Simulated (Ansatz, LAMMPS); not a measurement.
**Glassy 81SiO2-7Na2O-7CaO-4ZnO (mol %) (78 atoms), step 2 of a relaxation**

The starting structure: 78 atoms (22 Si, 4 Na, 2 Ca, 1 Zn, 49 O) placed at random at 2.4 g/cm³, melted at 4000 K for 10 ps at fixed volume with the Morse and Coulomb pair potential with partial charges (Pedone, Malavasi, Menziani, Cormack and Segre, J. Phys. Chem. B 110, 11780 (2006)). Quenched from 4000 K to 300 K at 30 K/ps and fixed volume, held 10 ps at zero pressure.

Geometry: step 2 of a relaxation. Computed with Ansatz 0.2.0: Kohn-Sham DFT, PBE, PAW (set soft_2), plane waves; cutoff 420 eV, Γ point, fixed occupations; density 2.54 g/cm³.

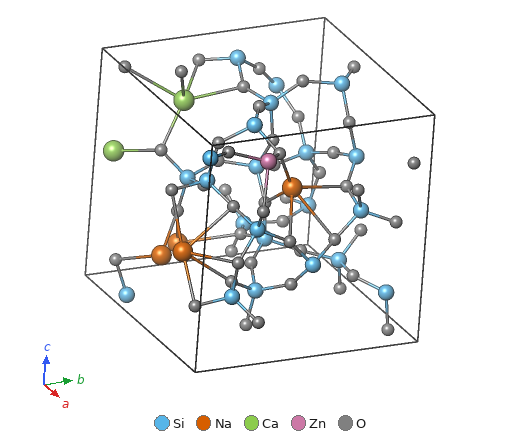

The structure (silicon blue, sodium orange, calcium green, zinc pink, oxygen grey). Bonds to atoms that aren't drawn are left out.

Cell vectors (Å):

```
10.237 0.000 0.000
0.000 10.237 0.000
0.000 0.000 10.237
```

Positions in Å, forces in eV/Å:

```tsv
atom	x	y	z	fx	fy	fz
Si1	3.127	2.750	5.367	0.450	-0.413	-1.750
Si2	8.286	8.181	5.370	-0.661	-0.901	0.236
Si3	5.972	2.155	6.536	1.648	-0.336	2.516
Si4	9.621	0.291	9.366	2.092	-2.714	0.259
Si5	3.554	5.693	5.658	-0.053	-0.437	0.176
Si6	4.683	5.720	2.890	0.628	0.059	0.078
Si7	9.177	5.663	3.636	0.021	0.769	-0.331
Si8	0.052	8.202	7.481	0.573	-1.289	0.636
Si9	7.168	4.148	1.819	0.723	-0.683	1.648
Si10	0.963	5.811	9.432	0.270	-1.614	-0.459
Si11	2.448	0.695	0.066	0.131	-1.314	0.943
Si12	3.988	5.896	8.684	-0.025	0.605	0.154
Si13	6.433	3.922	9.000	-1.823	0.536	-1.143
Si14	4.670	8.777	9.456	-0.736	0.728	0.321
Si15	5.941	8.570	2.074	0.518	0.821	1.206
Si16	8.883	9.317	1.768	1.099	0.432	-0.530
Si17	9.085	2.062	2.641	0.387	1.707	-0.021
Si18	8.952	3.081	5.484	-1.296	0.575	-0.601
Si19	5.546	9.241	6.490	-1.399	-0.916	0.778
Si20	1.713	9.206	2.639	-1.253	0.608	-0.535
Si21	1.759	6.239	2.239	-0.876	1.779	0.151
Si22	2.547	8.492	5.476	-0.001	1.294	0.216
Na23	6.955	5.612	6.176	-0.052	0.101	-0.017
Na24	7.159	0.643	4.043	-0.120	-0.259	0.274
Na25	2.013	3.115	1.893	0.080	0.057	0.082
Na26	4.272	1.198	2.570	-0.009	0.097	0.140
Ca27	1.836	3.001	8.269	0.014	0.095	0.232
Ca28	0.440	0.649	5.709	0.091	-0.016	0.158
Zn29	8.982	3.341	8.530	0.118	0.024	-0.142
O30	7.602	2.770	2.594	-1.481	0.194	0.051
O31	8.977	9.486	4.963	0.557	2.463	-0.516
O32	7.529	4.605	8.088	0.829	0.374	-0.505
O33	6.633	8.300	5.732	0.670	-0.627	-0.223
O34	2.043	9.451	4.228	-0.146	0.471	0.600
O35	9.050	7.572	6.692	-0.595	-1.077	0.201
O36	4.226	6.000	7.091	0.854	0.782	-0.919
O37	9.414	2.058	4.305	0.005	-1.073	-0.277
O38	2.747	4.315	5.762	-0.764	0.562	0.649
O39	7.362	2.724	5.887	0.386	0.288	-0.798
O40	9.873	2.803	6.717	0.951	-0.309	1.158
O41	2.340	0.112	1.689	0.482	0.757	-0.584
O42	5.523	9.718	3.091	0.089	-0.090	-0.086
O43	8.446	6.974	4.289	-0.175	-0.626	-0.079
O44	5.256	7.127	2.402	-0.084	-0.103	-0.081
O45	5.906	2.592	8.151	0.095	-0.667	-0.251
O46	9.094	9.418	0.167	-0.653	-0.743	-0.138
O47	2.999	2.159	10.177	-0.213	1.038	0.189
O48	7.627	8.391	2.114	-0.532	-0.354	-0.159
O49	4.671	5.613	4.513	1.550	-0.239	0.167
O50	4.748	2.663	5.744	-1.024	1.146	-1.022
O51	2.287	7.777	2.362	1.204	-1.865	-0.389
O52	0.948	0.607	9.723	0.591	0.374	-0.231
O53	5.741	4.608	2.389	-1.371	-0.394	-0.095
O54	5.046	4.813	9.122	0.712	-0.673	1.083
O55	1.322	8.642	6.542	0.398	0.256	-0.216
O56	3.123	5.424	2.471	0.341	-1.144	-0.383
O57	0.138	8.998	2.352	-0.569	-0.417	0.461
O58	0.158	4.449	9.175	0.623	0.228	-0.053
O59	2.478	5.384	8.838	-0.927	-0.911	0.188
O60	6.000	0.528	6.346	0.452	0.540	-0.149
O61	8.676	0.593	2.245	-1.062	-0.916	0.426
O62	2.362	1.831	6.405	-1.029	-0.854	0.987
O63	3.481	9.914	9.550	0.383	-1.006	-0.695
O64	0.521	7.090	8.583	-0.342	1.251	-0.293
O65	2.926	2.503	3.816	0.111	-0.240	0.029
O66	10.141	2.816	1.833	1.087	0.488	-0.638
O67	5.523	8.954	0.562	0.583	0.201	-0.825
O68	2.694	6.957	5.191	-1.192	-1.081	-0.752
O69	4.042	7.283	9.507	-0.223	-0.458	-0.135
O70	1.172	6.085	0.764	-0.275	-0.068	-0.308
O71	8.825	1.537	9.124	-2.196	3.198	-0.563
O72	7.043	3.895	0.254	0.194	-0.657	-0.015
O73	9.088	4.555	4.794	-0.409	-0.479	1.296
O74	9.866	9.641	7.983	-0.645	1.189	0.022
O75	5.531	8.796	8.075	0.237	0.606	-0.138
O76	0.513	5.932	3.253	0.001	-0.191	0.107
O77	8.233	5.213	2.413	0.470	0.797	-1.060
O78	3.961	9.006	6.013	1.508	0.663	0.297
```

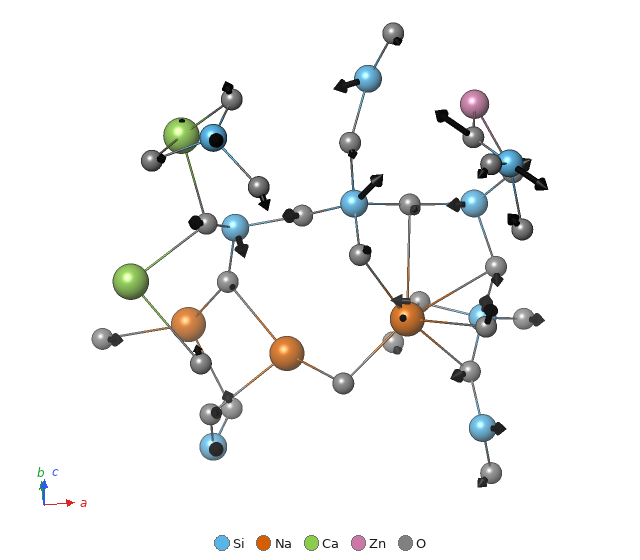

The forces as arrows, the longest 3.92 eV/Å. Drawn is a slice 5 Å thick, seen at a slant to the ac plane. Bonds to atoms that aren't drawn are left out.

The quench rate of 30 K/ps is many orders above laboratory rates, so the cell is likely richer in defects and strain than a real sample. The network of bonds at the start is that of the classical potential that made the cell. Only the Γ point is sampled, in a cell whose shortest periodic width is 10 Å.

The r.m.s. force component is 0.808 eV/Å; the longest force, 3.92 eV/Å, acts on O71. The energy lies 41.7 meV/atom below that of the first step of this run.

[Logs are printed without paths, hosts, clocks, repeated set-up lines and the standing remarks that a program may print on its own settings, such as how far it seeks lower states.]

[Hosts, paths, dates, database ids (printed as entryN), source tags and the programs' standing remarks are cut or masked in the printed files.]
